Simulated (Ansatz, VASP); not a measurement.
## Cross-check of InGaSbAs (GaSb/InAs (110)) between VASP and Ansatz

Aim: how closely do two programs agree when they are given the same cell, functional and k mesh? The structure shown is the end of the VASP relaxation below.

Program: Ansatz 0.2.0. Level of theory: plane waves, with VASP 6.6.1 beside it; single point at LDA. Results are calculated unless marked as measured.

## Step 1: The structure

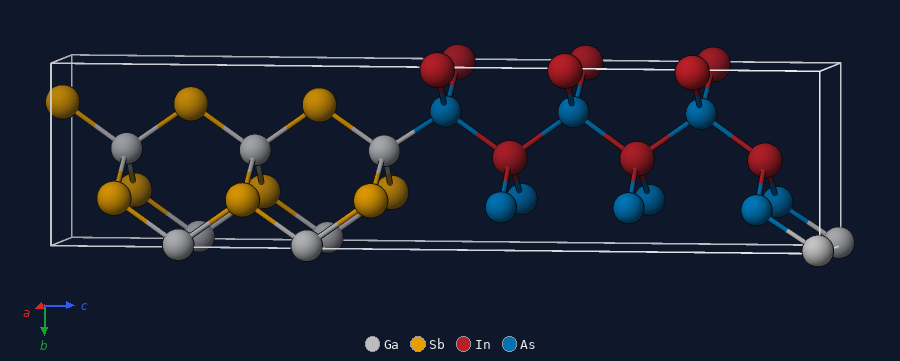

The starting structure, seen from the side, with the c axis across the page (gallium light grey, antimony orange, indium red, arsenic blue). Some periodic images of atoms are drawn too.

The cell holds 24 atoms: 6 Ga, 6 Sb, 6 In and 6 As. Cell: a = 4.287 Å, b = 6.027 Å, c = 25.673 Å, α = 90.0°, β = 90.0°, γ = 90.0°. It derives from GaSb. As first built, before any earlier steps moved the atoms: superlattice of 12 atoms of GaSb and 12 of InAs on the GaSb lattice. The structure's axis is c.

## Step 2: VASP: relaxation, LDA

This run makes the geometry at which the two programs are then compared.

Lines of VASP's logs that name or quote its potential files are left out, and so is its time.

INCAR

```
SYSTEM = InGaSbAs
PREC = Normal
ENCUT = 420
EDIFF = 1E-05
NELM = 120
ISMEAR = 0
SIGMA = 0.05
LREAL = Auto
ALGO = Fast
GGA = CA
NBANDS = 133
LORBIT = 11
LWAVE = .FALSE.
LCHARG = .FALSE.
KPAR = 2
NCORE = 4
IBRION = 2
NSW = 60
ISIF = 2
EDIFFG = -0.03
POTIM = 0.4
MAXMIX = 40
ISYM = 2
```

POSCAR

```
InGaSbAs
1.0
    4.2868071410      0.0000000000      0.0000000000
    0.0000000000      6.0272200120      0.0000000000
    0.0000000000      0.0000000000     25.6725121610
Ga Sb In As
6 6 6 6
Direct
    0.0000000000      0.0000000000      0.0000000000
    0.5000000000      0.5000000000      0.0834902150
    0.0000000000      0.0000000000      0.1669804310
    0.5000000000      0.5000000000      0.2504706460
    0.0000000000      0.0000000000      0.3339608620
    0.5000000000      0.5000000000      0.4174510770
    0.5000000000      0.2500000000      0.0000000000
    0.0000000000      0.7500000000      0.0834902150
    0.5000000000      0.2500000000      0.1669804310
    0.0000000000      0.7500000000      0.2504706460
    0.5000000000      0.2500000000      0.3339608620
    0.0000000000      0.7500000000      0.4174510770
    0.0000000000      0.0005341200      0.5011415220
    0.5000000000      0.5005341200      0.5841751280
    0.0000000000      0.0005341200      0.6672087350
    0.5000000000      0.5005341200      0.7502423420
    0.0000000000      0.0005341200      0.8332759490
    0.5000000000      0.5005341200      0.9163095550
    0.5000000000      0.2494658800      0.5011415220
    0.0000000000      0.7494658800      0.5841751280
    0.5000000000      0.2494658800      0.6672087350
    0.0000000000      0.7494658800      0.7502423420
    0.5000000000      0.2494658800      0.8332759490
    0.0000000000      0.7494658800      0.9163095550
```

KPOINTS

```
Automatic mesh
0
Gamma
5 4 1
0 0 0
```

Potentials, in the order of the species: Ga_d, Sb, In_d and As (LDA family, release 64).

The run is started by

```
$ mpirun -np 8 vasp_std
```

Numbers of over 12 decimals in the logs are rounded to 6 here.

Log:

```text
[banner, memory and clock lines left out]
running    8 mpi-ranks, on    1 nodes
 distrk:  each k-point on    4 cores,    2 groups
 distr:  one band on    4 cores,    1 groups

 POSCAR found type information on POSCAR GaSbInAs
 POSCAR found :  4 types and      24 ions
 LDA part: xc-table for (Slater(with rela. corr.)+CA(PZ))
 , standard interpolation
 POSCAR, INCAR and KPOINTS ok, starting setup
 FFT: planning ... GRIDC
 FFT: planning ... GRID_SOFT
 FFT: planning ... GRID
 WAVECAR not read
 entering main loop
       N       E                     dE             d eps       ncg     rms          rms(c)
DAV:   1     0.220017861883E+04    0.22002E+04   -0.78300E+04  2466   0.172E+03
DAV:   2     0.364596682299E+03   -0.18356E+04   -0.17791E+04  2450   0.497E+02
DAV:   3    -0.622314259587E+02   -0.42683E+03   -0.40284E+03  2791   0.217E+02
DAV:   4    -0.105229559082E+03   -0.42998E+02   -0.41818E+02  2860   0.649E+01
DAV:   5    -0.108279183456E+03   -0.30496E+01   -0.30239E+01  3588   0.179E+01    0.172E+01
RMM:   6    -0.106107497843E+03    0.21717E+01   -0.36500E+00  2798   0.670E+00    0.891E+00
RMM:   7    -0.105726046310E+03    0.38145E+00   -0.35641E+00  2790   0.390E+00    0.187E+00
RMM:   8    -0.105685361900E+03    0.40684E-01   -0.45670E-01  3182   0.303E+00    0.132E+00
RMM:   9    -0.105676895653E+03    0.84662E-02   -0.14833E-01  3259   0.123E+00    0.780E-01
RMM:  10    -0.105679030341E+03   -0.21347E-02   -0.44938E-02  3155   0.793E-01    0.792E-01
RMM:  11    -0.105683477840E+03   -0.44475E-02   -0.21778E-02  3238   0.492E-01    0.851E-01
RMM:  12    -0.105679835236E+03    0.36426E-02   -0.20019E-02  2969   0.428E-01    0.361E-01
RMM:  13    -0.105680463313E+03   -0.62808E-03   -0.69941E-03  3639   0.245E-01    0.650E-01
RMM:  14    -0.105680817403E+03   -0.35409E-03   -0.39908E-03  3649   0.141E-01    0.767E-01
RMM:  15    -0.105680882052E+03   -0.64649E-04   -0.12482E-03  3184   0.101E-01    0.669E-01
RMM:  16    -0.105681014889E+03   -0.13284E-03   -0.10246E-03  2616   0.609E-02    0.579E-01
RMM:  17    -0.105680982431E+03    0.32458E-04   -0.30789E-04  2417   0.484E-02    0.525E-01
RMM:  18    -0.105680968819E+03    0.13612E-04   -0.26160E-04  2307   0.332E-02    0.421E-01
RMM:  19    -0.105680963497E+03    0.53218E-05   -0.88503E-05  2088   0.271E-02
   1 F= -.10568096E+03 E0= -.10567906E+03  d E =-.105681E+03
[... from here on, the cycles between the ionic steps are left out ...]
   2 F= -.10592033E+03 E0= -.10591859E+03  d E =-.239363E+00
  25 F= -.10606793E+03 E0= -.10606701E+03  d E =-.178910E-02
  26 F= -.10606813E+03 E0= -.10606720E+03  d E =-.198449E-02
  27 F= -.10606848E+03 E0= -.10606754E+03  d E =-.234032E-02
  28 F= -.10606897E+03 E0= -.10606801E+03  d E =-.282847E-02
  29 F= -.10607090E+03 E0= -.10606997E+03  d E =-.193201E-02
  30 F= -.10607124E+03 E0= -.10607032E+03  d E =-.227167E-02
  31 F= -.10607149E+03 E0= -.10607058E+03  d E =-.251623E-02
  32 F= -.10607306E+03 E0= -.10607220E+03  d E =-.157728E-02
  33 F= -.10607323E+03 E0= -.10607237E+03  d E =-.173855E-02
  34 F= -.10607342E+03 E0= -.10607258E+03  d E =-.193322E-02
  35 F= -.10607382E+03 E0= -.10607299E+03  d E =-.400310E-03
  36 F= -.10607383E+03 E0= -.10607299E+03  d E =-.405404E-03
 curvature:  -0.64 expect dE=-0.222E-03 dE for cont linesearch -0.370E-05
 trial: gam= 1.01456 g(F)=  0.346E-03 g(S)=  0.000E+00 ort = 0.455E-04 (trialstep = 0.746E+00)
 search vector abs. value=  0.808E-03
 bond charge predicted
       N       E                     dE             d eps       ncg     rms          rms(c)
DAV:   1    -0.106073935758E+03   -0.11196E-03   -0.33787E-02  2524   0.460E-01    0.234E-01
RMM:   2    -0.106074019564E+03   -0.83805E-04   -0.73478E-04  2919   0.112E-01    0.273E-01
RMM:   3    -0.106074049746E+03   -0.30183E-04   -0.29824E-04  3189   0.627E-02    0.268E-01
RMM:   4    -0.106074056444E+03   -0.66981E-05   -0.37450E-05  1799   0.266E-02
  37 F= -.10607406E+03 E0= -.10607321E+03  d E =-.231278E-03
 trial-energy change:   -0.000231  1 .order   -0.000181   -0.000293   -0.000070
 step:   0.8400(harm=  0.9819)  dis= 0.00133  next Energy=  -106.074061 (dE=-0.236E-03)
 reached required accuracy - stopping structural energy minimisation
```

OUTCAR, selected parts (step 2):

```text
ion  position               nearest neighbor table
   1  0.000  0.000  0.000-   8 2.62   7 2.62   7 2.62  24 2.63
   2  0.500  0.500  0.083-   7 2.62   8 2.62   8 2.62   9 2.62
   3  0.000  0.000  0.167-  10 2.62   9 2.62   9 2.62   8 2.62
   4  0.500  0.500  0.250-   9 2.62  10 2.62  10 2.62  11 2.62
   5  0.000  0.000  0.334-  12 2.62  11 2.62  11 2.62  10 2.62
   6  0.500  0.500  0.417-  11 2.62  12 2.62  12 2.62  19 2.63
   7  0.500  0.250  0.000-   2 2.62   1 2.62   1 2.62  18 2.63
   8  0.000  0.750  0.083-   1 2.62   2 2.62   2 2.62   3 2.62
   9  0.500  0.250  0.167-   4 2.62   3 2.62   3 2.62   2 2.62
  10  0.000  0.750  0.250-   3 2.62   4 2.62   4 2.62   5 2.62
  11  0.500  0.250  0.334-   6 2.62   5 2.62   5 2.62   4 2.62
  12  0.000  0.750  0.417-   5 2.62   6 2.62   6 2.62  13 2.63
  13  0.000  0.001  0.501-  20 2.61  19 2.62  19 2.62  12 2.63
  14  0.500  0.501  0.584-  19 2.61  21 2.61  20 2.62  20 2.62
  15  0.000  0.001  0.667-  22 2.61  20 2.61  21 2.62  21 2.62
  16  0.500  0.501  0.750-  21 2.61  23 2.61  22 2.62  22 2.62
  17  0.000  0.001  0.833-  24 2.61  22 2.61  23 2.62  23 2.62
  18  0.500  0.501  0.916-  23 2.61  24 2.62  24 2.62   7 2.63
  19  0.500  0.249  0.501-  14 2.61  13 2.62  13 2.62   6 2.63
  20  0.000  0.749  0.584-  13 2.61  15 2.61  14 2.62  14 2.62
  21  0.500  0.249  0.667-  16 2.61  14 2.61  15 2.62  15 2.62
  22  0.000  0.749  0.750-  15 2.61  17 2.61  16 2.62  16 2.62
  23  0.500  0.249  0.833-  18 2.61  16 2.61  17 2.62  17 2.62
  24  0.000  0.749  0.916-  17 2.61  18 2.62  18 2.62   1 2.63

  LATTYP: Found a simple orthorhombic cell.
 ALAT       =     4.2868071410
 B/A-ratio  =     1.4059928086
 C/A-ratio  =     5.9887257151

 Subroutine GETGRP returns: Found  4 space group operations
 (whereof  2 operations were pure point group operations)

The static configuration has the point symmetry C_1h.
 The point group associated with its full space group is C_2v.

 Found      9 irreducible k-points:

   k-points           NKPTS =      9   k-points in BZ     NKDIM =      9   number of bands    NBANDS=    133

   dimension x,y,z NGX =    24 NGY =   30 NGZ =  140
   dimension x,y,z NGXF=    48 NGYF=   60 NGZF=  280

   ENCUT  =  420.0 eV  30.87 Ry    5.56 a.u.   7.16 10.07 42.90*2*pi/ulx,y,z

   NELECT =     216.0000    total number of electrons

 k-points in reciprocal lattice and weights: Automatic mesh
   0.00000000  0.00000000  0.00000000       0.050
   0.20000000  0.00000000  0.00000000       0.100
   0.40000000  0.00000000  0.00000000       0.100
   0.00000000  0.25000000  0.00000000       0.100
   0.20000000  0.25000000  0.00000000       0.200
   0.40000000  0.25000000  0.00000000       0.200
   0.00000000  0.50000000  0.00000000       0.050
   0.20000000  0.50000000  0.00000000       0.100
   0.40000000  0.50000000  0.00000000       0.100

 average (electrostatic) potential at core
       1 -66.7411       2 -66.7382       3 -66.7666       4 -66.7665       5 -66.7381
       6 -66.7410       7 -88.4332       8 -88.5064       9 -88.5208      10 -88.5207
      11 -88.5063      12 -88.4330      13 -95.9511      14 -95.9414      15 -95.9237
      16 -95.9237      17 -95.9414      18 -95.9513      19 -52.9915      20 -52.9217
      21 -52.9104      22 -52.9104      23 -52.9218      24 -52.9916

 E-fermi :   4.7810

 k-point     1 :       0.0000    0.0000    0.0000
  band No.  band energies     occupation
    ...
    104       4.4639      2.00000
    105       4.5345      2.00000
    106       4.6437      1.99990
    107       4.6751      1.99728
    108       4.7448      1.69397
    109       4.8170      0.30886
    110       5.8193      0.00000
    111       5.9334      0.00000
    112       6.0147      0.00000
    113       6.0313      0.00000
    ...

 k-point     2 :       0.2000    0.0000    0.0000
  band No.  band energies     occupation
    ...
    104       3.5934      2.00000
    105       3.6095      2.00000
    106       3.6169      2.00000
    107       3.8640      2.00000
    108       4.5158      2.00000
    109       6.0987      0.00000
    110       6.1937      0.00000
    111       6.4175      0.00000
    112       6.4475      0.00000
    113       6.8196      0.00000
    ...

 k-point     3 :       0.4000    0.0000    0.0000
  band No.  band energies     occupation
    ...
    104       2.5410      2.00000
    105       2.9926      2.00000
    106       3.0988      2.00000
    107       3.2325      2.00000
    108       3.9299      2.00000
    109       5.8490      0.00000
    110       5.8867      0.00000
    111       6.1051      0.00000
    112       6.1161      0.00000
    113       6.3788      0.00000
    ...

  Total       -0.4300932     -0.2688218     -0.1826708      0.0000000      0.0000000      0.0000000
  in kB       -1.0388523     -0.6493155     -0.4412252      0.0000000      0.0000000      0.0000000
  external PRESSURE =      -0.7097977 kB  Pullay stress =       0.0000000 kB

  energy-cutoff  :      420.00
  volume of cell :      663.31
      direct lattice vectors                 reciprocal lattice vectors
     4.286807141  0.000000000  0.000000000     0.233273849  0.000000000  0.000000000
     0.000000000  6.027220012  0.000000000     0.000000000  0.165913970  0.000000000
     0.000000000  0.000000000 25.672512161     0.000000000  0.000000000  0.038952168

 POSITION                                       TOTAL-FORCE (eV/Angst)
 -----------------------------------------------------------------------------------
      0.00000      5.93401     25.60799         0.000000     -0.004378     -0.001998
      2.14340      2.92696      2.17740         0.000000     -0.006491      0.003328
      0.00000      5.94860      4.24685         0.000000     -0.000424     -0.006986
      2.14340      2.93499      6.47017         0.000000     -0.000424      0.006986
      0.00000      5.94057      8.53962         0.000000     -0.006491     -0.003328
      2.14340      2.92040     10.78154         0.000000     -0.004378      0.001998
      2.14340      1.41709      0.04014         0.000000      0.003217     -0.006038
      0.00000      4.44209      2.10176         0.000000     -0.025922     -0.000485
      2.14340      1.43471      4.32449         0.000000      0.012685      0.006799
      0.00000      4.44832      6.39253         0.000000      0.012685     -0.006799
      2.14340      1.42848      8.61526         0.000000     -0.025922      0.000485
      0.00000      4.43070     10.67688         0.000000      0.003217      0.006038
      0.00000      0.08970     12.89739         0.000000      0.001200     -0.008120
      2.14340      3.10485     14.97201         0.000000     -0.000632     -0.009041
      0.00000      0.07655     17.16433         0.000000     -0.001263     -0.014017
      2.14340      3.09016     19.22520         0.000000     -0.001263      0.014017
      0.00000      0.09124     21.41752         0.000000     -0.000632      0.009041
      2.14340      3.10331     23.49214         0.000000      0.001200      0.008120
      2.14340      1.59719     12.82871         0.000000      0.006036     -0.002067
      0.00000      4.60320     15.02452         0.000000      0.007368      0.002290
      2.14340      1.57475     17.09933         0.000000      0.008603      0.003103
      0.00000      4.58836     19.29020         0.000000      0.008603     -0.003103
      2.14340      1.58959     21.36501         0.000000      0.007368     -0.002290
      0.00000      4.61080     23.56082         0.000000      0.006036      0.002067
 -----------------------------------------------------------------------------------
    total drift:                               -0.000000     -0.008273     -0.000010

  FREE ENERGIE OF THE ION-ELECTRON SYSTEM (eV)
  ---------------------------------------------------
  free  energy   TOTEN  =      -106.0740564445 eV

  energy  without entropy=     -106.0723641461  energy(sigma->0) =     -106.07321030

 reached required accuracy - stopping structural energy minimisation

 total charge
# of ion       s       p       d       tot
------------------------------------------
    1        0.913   0.794   9.974  11.681
    2        0.920   0.799   9.966  11.684
    3        0.920   0.797   9.965  11.682
    4        0.920   0.797   9.965  11.682
    5        0.920   0.799   9.966  11.684
    6        0.913   0.794   9.974  11.681
    7        1.138   1.365   0.028   2.531
    8        1.137   1.360   0.031   2.527
    9        1.137   1.362   0.031   2.530
   10        1.137   1.362   0.031   2.530
   11        1.137   1.360   0.031   2.527
   12        1.138   1.365   0.028   2.531
   13        0.871   0.749   9.878  11.498
   14        0.866   0.743   9.885  11.494
   15        0.865   0.749   9.886  11.500
   16        0.865   0.749   9.886  11.500
   17        0.866   0.743   9.885  11.494
   18        0.871   0.749   9.878  11.498
   19        1.228   1.568   0.025   2.821
   20        1.230   1.568   0.023   2.821
   21        1.229   1.566   0.022   2.818
   22        1.229   1.566   0.022   2.818
   23        1.230   1.568   0.023   2.821
   24        1.228   1.568   0.025   2.821
--------------------------------------------------
tot         24.909  26.839 119.430 171.178

[... 3 further parts left out ...]
```

CONTCAR:

```
InGaSbAs
   1.00000000000000
     4.2868071409999997    0.0000000000000000    0.0000000000000000
     0.0000000000000000    6.0272200119999999    0.0000000000000000
     0.0000000000000000    0.0000000000000000   25.6725121610000002
  Ga              Sb              In              As
     6     6     6     6
Direct
     0.0000000000000000    0.9845359391967556    0.9974869110648875
     0.5000000000000000    0.4856234184276596    0.0848143177507490
     0.0000000000000000    0.9869563053087228    0.1654239265458276
     0.5000000000000000    0.4869563053087227    0.2520271504541680
     0.0000000000000000    0.9856234184276597    0.3326367592492465
     0.5000000000000000    0.4845359391967564    0.4199641659351151
     0.5000000000000000    0.2351147594884557    0.0015635385399908
     0.0000000000000000    0.7370053643045760    0.0818681513660718
     0.5000000000000000    0.2380384718126050    0.1684480998850159
     0.0000000000000000    0.7380384718126052    0.2490029771149795
     0.5000000000000000    0.2370053643045761    0.3355829256339238
     0.0000000000000000    0.7351147594884557    0.4158875384600117
     0.0000000000000000    0.0148817512512077    0.5023811994772904
     0.5000000000000000    0.5151385347177190    0.5831920702924124
     0.0000000000000000    0.0127007536336869    0.6685877586162754
     0.5000000000000000    0.5127007536336872    0.7488633183837272
     0.0000000000000000    0.0151385347177190    0.8342590067075831
     0.5000000000000000    0.5148817512512076    0.9150698775227051
     0.5000000000000000    0.2649960544912378    0.4997060999108573
     0.0000000000000000    0.7637353636444241    0.5852376450105434
     0.5000000000000000    0.2612732837229493    0.6660560785257895
     0.0000000000000000    0.7612732837229491    0.7513949984742131
     0.5000000000000000    0.2637353636444241    0.8322134319894521
     0.0000000000000000    0.7649960544912376    0.9177449770891379
```

(Continued in part 2 of 2.)

[Lines on the potential files, build, host, timing and source positions are cut from VASP's logs without a mark.]

[Logs are printed without paths, hosts, clocks, repeated set-up lines and the standing remarks that a program may print on its own settings, such as how far it seeks lower states.]

[Hosts, paths, dates, database ids (printed as entryN), source tags and the programs' standing remarks are cut or masked in the printed files.]
